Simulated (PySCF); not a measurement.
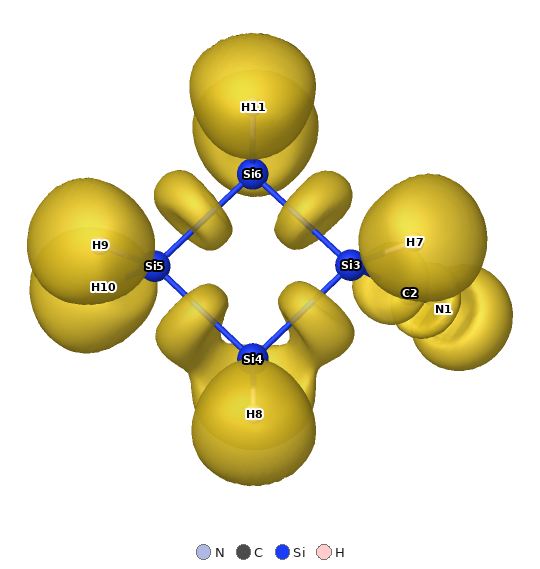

CH6NSi4 (doublet). Isosurface of the ELF at 0.8 (yellow), seen at a tilt. Only the valence region is drawn (cores and ρ < 0.01 e/Å³ removed).

Geometry: GFN2-xTB.

Level of theory: PySCF 2.14.0, density-fitted response routines, UKS B3LYP, pcH-1 on C H N Si, non-relativistic, mean-field spin-orbit, GIAO.

```yaml
atoms:
  - { symbol: N, position_ang: [1.7844, -2.9686, -1.4796] }
  - { symbol: C, position_ang: [1.3034, -2.3145, -0.6679] }
  - { symbol: Si, position_ang: [0.5139, -1.1866, 0.5893] }
  - { symbol: Si, position_ang: [-1.6817, -0.7491, -0.1090] }
  - { symbol: Si, position_ang: [-1.2242, 1.5385, -0.3591] }
  - { symbol: Si, position_ang: [1.0104, 1.0835, 0.1956] }
  - { symbol: H, position_ang: [1.0066, -1.8206, 1.8275] }
  - { symbol: H, position_ang: [-2.8446, -1.2868, 0.6261] }
  - { symbol: H, position_ang: [-1.8899, 2.5326, 0.4983] }
  - { symbol: H, position_ang: [-1.4960, 2.0350, -1.7154] }
  - { symbol: H, position_ang: [1.4997, 1.7736, 1.3950] }
  - { symbol: H, position_ang: [2.0193, 1.3625, -0.8270] }
```

**Identify the bonds, lone pairs and shells in this picture.**

The ELF exceeds this value in one region between bonded C–N atoms (shared pairs), one region between bonded C–Si atoms (shared pairs), two regions between bonded Si–Si atoms (shared pairs), six regions around hydrogen nuclei, one region on Si in which the atom's valence shell and bonds are merged and one lobe on N, pointing away from the bonds (non-bonding electrons). Along the contacts the grid gives the following. C–N (1.15 Å): the ELF peaks at about 0.85 between the atoms (a short, multiple covalent bond). C–Si (1.86 Å): the ELF peaks at about 0.95 between the atoms (localised, covalent bonding).
